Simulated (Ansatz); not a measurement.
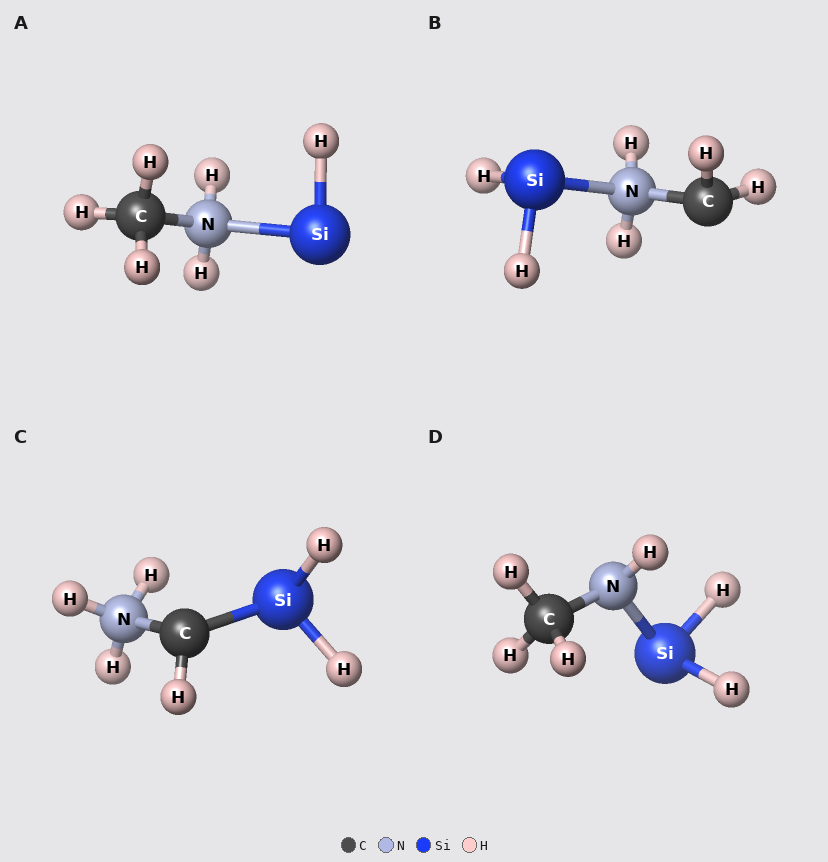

4 stationary structures of one formula. State: charge −1, singlet. Geometries: PBE0-D4/def2-TZVPD. Electronic energies: RHF-CCSD(T) (frozen core)/def2-TZVPPD (Ansatz 0.2.0), without zero-point energy. No frequency run is at hand to confirm each as a minimum. Each is one conformer, not always the lowest.

Question: Which is lowest in energy, and by how much?

Answer: D is lowest; B lies 183.6 kJ/mol above it, A lies 212.5 kJ/mol above it, C lies 307.5 kJ/mol above it.
